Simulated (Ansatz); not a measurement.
Profile along the Se–Pb line in PbSe (rock salt)

PbSe (rock salt)

```xyz
2
Lattice="0.0000 3.1089 3.1089 3.1089 0.0000 3.1089 3.1089 3.1089 0.0000" Properties=species:S:1:pos:R:3 pbc="T T T"
Se     0.0000     0.0000     0.0000
Pb     3.1089     3.1089     3.1089
```

Fields along a shortest Se–Pb line of a {100} plane (3.11 Å), from Se to Pb, interpolated on the slice's grid (step about 0.2 Å). All values below come from PBE (plane waves to 420 eV, PAW, scalar-relativistic; Ansatz, a program for electronic structure). k mesh 9×9×9. Near the nuclei the fields are pseudised (PAW); where an atom keeps semicore shells as valence, they peak there. PbSe was relaxed with its symmetry unable to fall. Spin-orbit coupling is left out, though Pb is heavy.

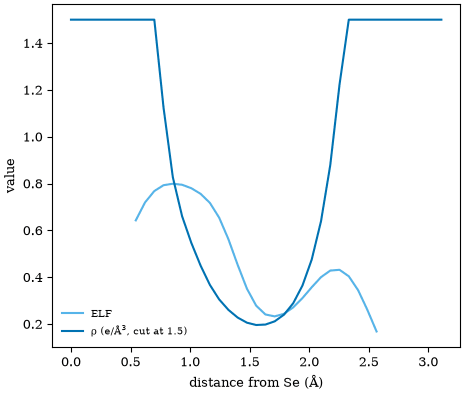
Figure: ELF (away from the nuclei) and valence density from Se to Pb.

Density on the Se–Pb line (3.11 Å) at its midpoint: 0.20 e/Å³. ELF at that point: 0.28.
